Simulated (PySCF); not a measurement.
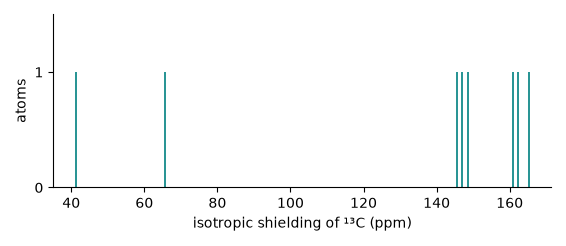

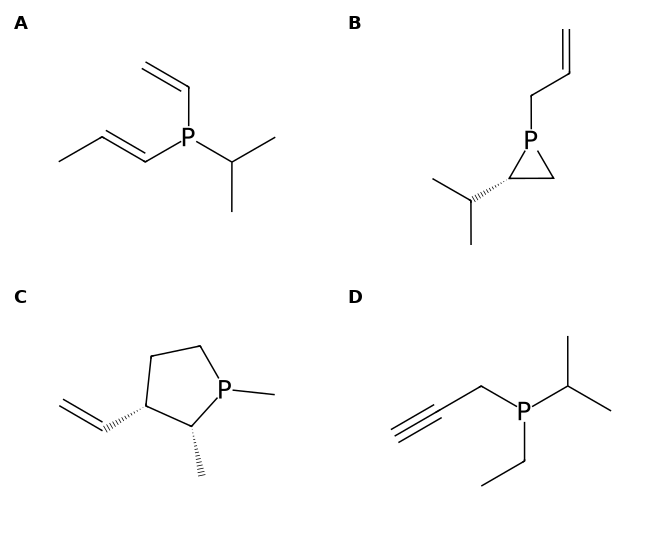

The sticks are computed shieldings of one of the molecules, for one fixed geometry (GFN2-xTB) without averaging over rotations. Low shielding means a high chemical shift. Method: GIAO PBE0/pcSseg-1 NMR shielding, non-relativistic, gas phase (PySCF 2.14.0).

### Match the spectrum to a structure.

B, `C=CCP1C[C@@H]1C(C)C`. Its 8 C atoms give lines at 41.2, 65.7, 145.7, 146.8, 148.6, 161.0, 162.3, 165.2 ppm.

The geometry is semi-empirical. Around P such bond lengths and angles can be off by a tenth of an ångström or more and by several degrees, and values that hang on the shape move with them.
